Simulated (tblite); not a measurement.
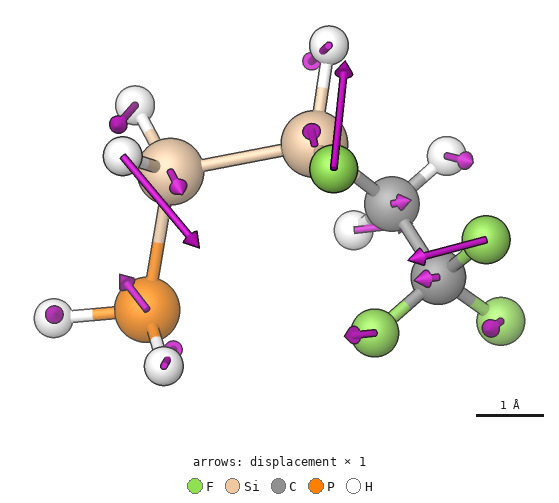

A relaxation of C2H7F4PSi2. The starting structure is drawn; purple arrows show the displacements, at their true length. The two geometries are superimposed by the best rigid fit.

A ball-and-stick model, seen at a tilt.

These are results of GFN2-xTB geometry optimisation, gas phase (tblite), not measurements. 

**What happened in the run?**

The energy falls by 1.221 eV in 230 geometry steps. The largest moves after the best rigid fit, 1.96 Å, are those of F and H atoms. Largest moves by element: F 1.96 Å, H 1.94 Å, P 0.84 Å, Si 0.69 Å, C 0.45 Å. Among the contacts that change: Si–Si 2.222 → 2.319 Å, H–P 1.471 → 1.381 Å, C–Si 1.840 → 1.924 Å, F–Si 1.700 → 1.616 Å. Among the angles between lasting bonds that change: H–P–H 108.2° → 92.6°, Si–Si–H 108.2° → 122.7°, Si–P–H 107.8° → 94.7°. Groups turn about Si–Si by about 95°, C–Si by about 70°. Cost: 4.8 s on 1 thread of Intel(R) Xeon(R) Platinum 8259CL CPU @ 2.50GHz, on a shared host.
